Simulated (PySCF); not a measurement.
C₅H₁₀F₃NSi

Input file:

```
{"job": {"kind": "nmr", "xc": "PBE0", "basis": "pcSseg-1"}, "charge": 0, "multiplicity": 1}
F      3.654142    -1.070013     0.062647
C      2.438042    -0.828386    -0.462030
F      2.627120     0.100668    -1.412721
F      2.076037    -1.952002    -1.098326
C      1.449221    -0.403837     0.602671
C     -0.000220    -0.373518     0.110012
C     -0.243491     0.671882    -0.983488
N     -1.678561     0.840515    -1.068396
Si    -2.533739     0.568651     0.390815
C     -0.964683    -0.071258     1.257282
H      1.543403    -1.115634     1.425888
H      1.756889     0.582900     0.956323
H     -0.253675    -1.353759    -0.304738
H      0.262015     1.613266    -0.722437
H      0.147814     0.336365    -1.948454
H     -1.991396     1.393669    -1.847078
H     -3.575425    -0.439973     0.193854
H     -3.062034     1.758024     1.070339
H     -0.543051     0.704280     1.896993
H     -1.113555    -0.951161     1.877808
```

Run with:

```sh
OMP_NUM_THREADS=1 python probes_run.py task.json out
```

Geometry: GFN2-xTB.

Computed with PBE0/pcSseg-1, SCF density, gas phase, non-relativistic (PySCF).

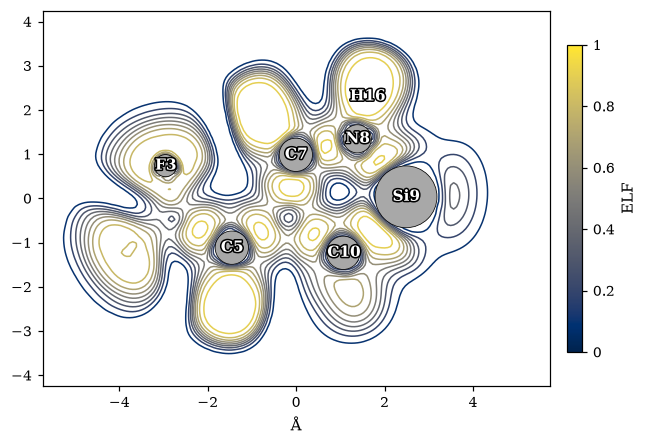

Figure 1. Electron localisation function on the plane of atoms N8, Si9 and C10. Grey discs cover the atomic cores.

Q: Read the bonding off the picture.

A:
- Atoms in the plane: F, C, N, Si and H.
- C–N (1.45 Å): the ELF peaks at about 0.90 between the atoms, as expected for localised, covalent bonding.
- Si–N (1.71 Å): the ELF peaks at about 0.90 between the atoms (a polar covalent bond).
- C–Si (1.90 Å): the ELF peaks at about 0.95 between the atoms: localised, covalent bonding.
- N–H (1.01 Å): the ELF climbs to about 1 towards the hydrogen, as it does in any bond to H (a covalent bond by its length).
- The ELF also peaks beside F1 and F3, away from the bonds: lone-pair regions.

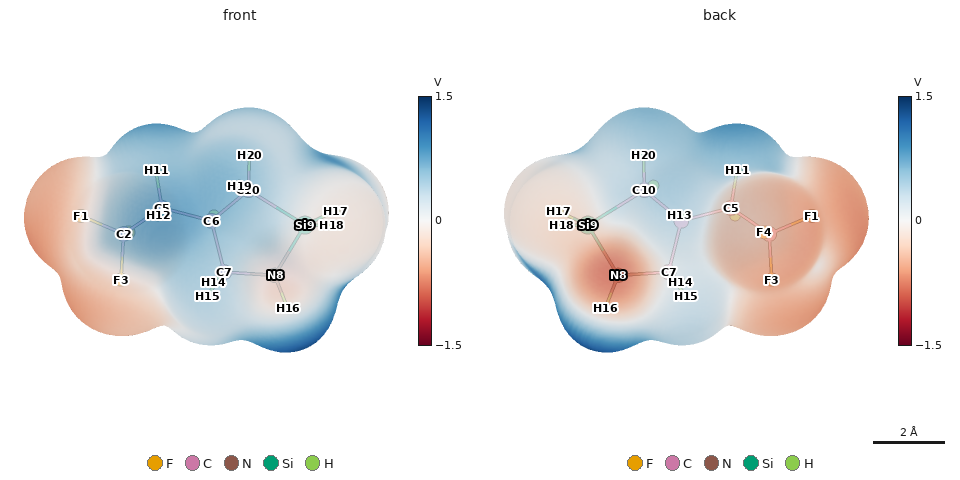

Figure 2. The electrostatic potential painted on the density surface at 0.001 e/bohr³, seen from the front and from behind; the colour scale runs from red (negative) to blue (positive).

Q: Describe the electrostatic potential map.

A: The most negative region (about −0.8 V) lies over N8, the most positive (about +1.3 V) over H16.
